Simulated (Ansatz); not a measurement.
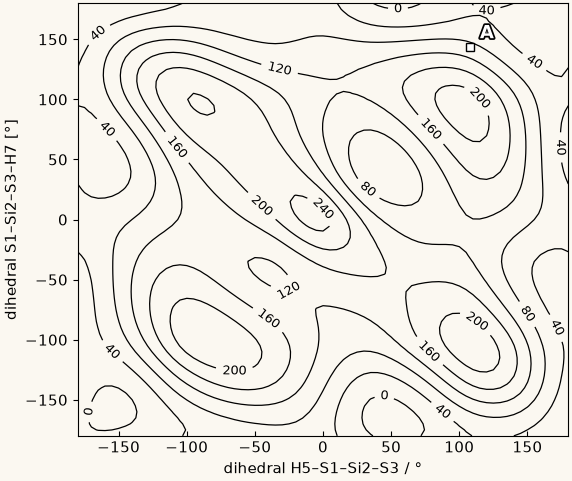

ClH3S2Si, SMILES S[SiH](S)Cl. 
- Coordinates scanned: (1) dihedral H5–S1–Si2–S3; (2) dihedral S1–Si2–S3–H7.
- Nothing is relaxed (all other coordinates rigid).
- Grid: 10 × 10 points.
- Points are written as (first, second).
- All energies are given in meV relative to the lowest grid point.
- Computed with RKS PBE-D4/def2-TZVP (Ansatz).

The picture shows contour lines labelled in meV, the point A. Between grid points the surface is interpolated.

### Is A at rest? If not, where is it pushed?

A, at (108°, 144°), is not a stationary point. The computed force is 1.1 meV for each degree towards larger values of dihedral H5–S1–Si2–S3 and 3.2 meV for each degree towards larger values of dihedral S1–Si2–S3–H7.
